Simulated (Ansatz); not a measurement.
The starting structures come from a database of crystals and need not be the phases stable at ambient conditions.

 Where the default PAW files enter, the runs use the earlier of Ansatz's two default sets.

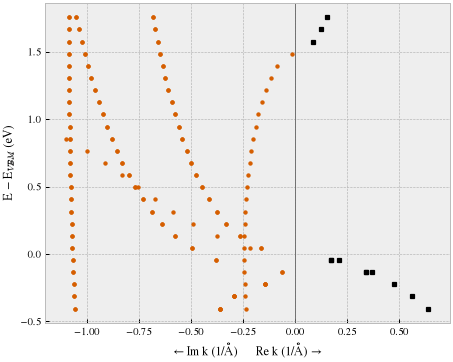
Fig. 1. Complex bands at the centre of the two-dimensional zone; r2SCAN run with Ansatz (a program for electronic structure)

The gap is the functional's own. No spin-orbit coupling. Mid-gap values are interpolated on the energy grid.

### Question
This is HgF2 (Fm-3m, fluorite, not sure to be the ambient phase, 3 atoms a cell, 14.7 Å³ an atom, -3 GPa at this level) along the normal of (001). Read off the slowest decay at the centre of the two-dimensional zone at 0.77 eV, the computed energy nearest the middle of the gap.

### Answer
κ ≈ 0.21 1/Å, a decay length 1/(2κ) of the density of 2.4 Å.
